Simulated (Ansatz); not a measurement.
**AlH₃O···H₂: density, localisation and related maps**

```yaml
atoms:
  - { symbol: Al, position_ang: [-0.0516, -0.1624, 0.1971] }
  - { symbol: O, position_ang: [-0.0697, -0.6221, 1.8463] }
  - { symbol: H, position_ang: [-0.8554, -0.7441, 2.3870] }
  - { symbol: H, position_ang: [1.3717, -0.1229, -0.4783] }
  - { symbol: H, position_ang: [-1.4082, 0.0877, -0.5832] }
  - { symbol: H, position_ang: [0.1071, 2.3474, 0.5402] }
  - { symbol: H, position_ang: [0.1445, 2.0637, 1.2467] }
```

Method: RKS B3LYP-D4/def2-SVP in Ansatz.

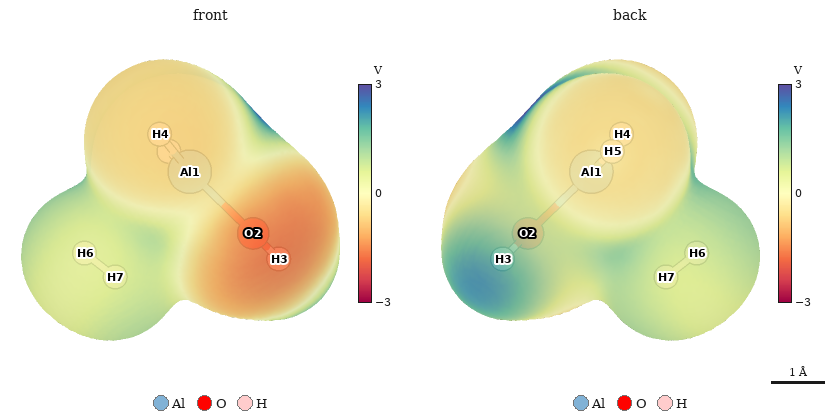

Figure 1. The molecular electrostatic potential painted on the density surface at 0.002 e/bohr³, seen from the front and from behind; red is negative and blue positive.

Describe the electrostatic potential map.

The most negative region (about −1.7 V) lies over O2, the most positive (about +2.8 V) over Al1. O2 is the likeliest acceptor of a hydrogen bond.

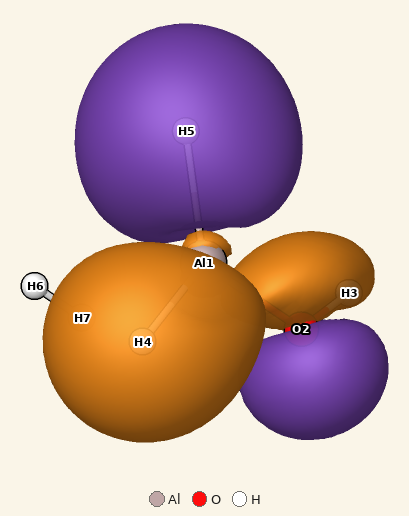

Figure 2. One frontier orbital at ±0.08 Å⁻³ᐟ² (orange and purple are the two phases), seen from one side.

Which orbital is it: HOMO or LUMO?

The HOMO, at −7.91 eV. It lies mainly on H5 (about 30 %), Al1 (about 30 %), H4 (about 20 %) and O2 (about 20 %).

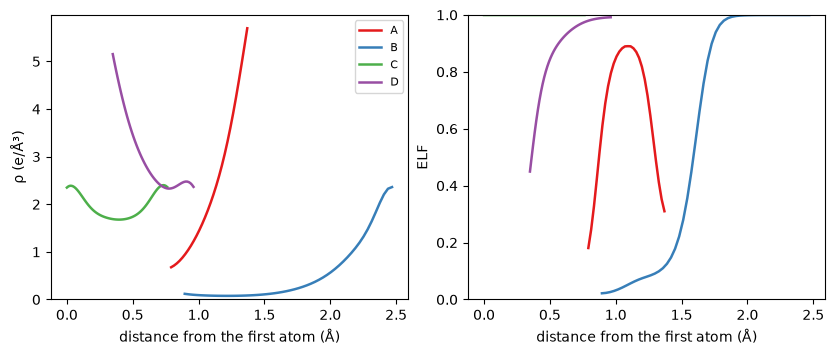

Figure 3. Total electron density and electron localisation function along straight lines between neighbouring atoms. The curves leave out the atomic cores.

Which curve belongs to which contact (Al–H, Al–O, H–H and O–H)? The first atom named is at distance zero.

Curve A: Al–O (1.71 Å): ρ is about 0.81 e/Å³ halfway; the ELF peaks at about 0.90 in the valence shell of O, 0.6 Å from its nucleus, and is about 0.40 at the midpoint. Curve B: Al1···H7 (2.47 Å): the density falls to about 0.08 e/Å³ on the way; the ELF climbs to about 1 towards the hydrogen. Curve C: H–H (0.76 Å): the density is about 1.7 e/Å³ at the midpoint; the ELF is about 1 at the midpoint. Curve D: O–H (0.96 Å): the density is about 3.6 e/Å³ at the midpoint; the ELF climbs to about 1 towards the hydrogen: an ordinary covalent bond to hydrogen.
